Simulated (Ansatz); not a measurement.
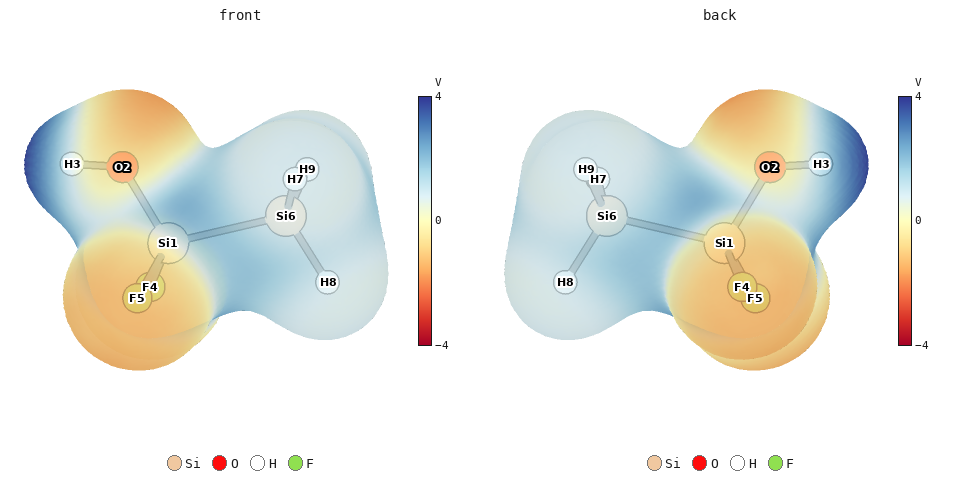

F2H4OSi2. The molecular electrostatic potential painted on the density surface at 0.004 e/bohr³, seen from the front and from behind; red is negative and blue positive.

These are results of RKS PBE/6-31G in Ansatz, not measurements.

The calculation's input:

```
crystal:
  periodic: [false, false, false]
  atoms:
    - { symbol: Si, position_ang: [0.0, 0.0, 0.0] }
    - { symbol: O, position_ang: [0.0, 0.0, 1.68] }
    - { symbol: H, position_ang: [-0.9095, -0.2814, 2.0171] }
    - { symbol: F, position_ang: [1.4994, 0.0, -0.5295] }
    - { symbol: F, position_ang: [-0.7489, 1.2974, -0.5295] }
    - { symbol: Si, position_ang: [-1.0456, -1.8115, -0.7393] }
    - { symbol: H, position_ang: [-1.7029, -2.4846, 0.3772] }
    - { symbol: H, position_ang: [-2.0454, -1.4265, -1.7311] }
    - { symbol: H, position_ang: [-0.0777, -2.7173, -1.3511] }
basis:
  gaussian: { orbitals: "6-31G" }
hamiltonian:
  xc: pbe
relax:
  f_tol: 0.02
  max_steps: 40
output:
  orbitals: {}
```

Launched as:

```sh
ansatz run input.yaml --threads 1 --pin off --max-ram 2048MiB --backend cpu --events-out ev --progress --plain --runs-dir out
```

The fields are those of the run's last geometry, not of the input's.

Which sites attract a positive test charge, and which a negative one?

A positive charge is drawn to the negative regions and a negative charge to the positive ones. The most negative region (about −1.6 V) lies over O2, the most positive (about +3.7 V) over H3. O2 is the likeliest acceptor of a hydrogen bond.
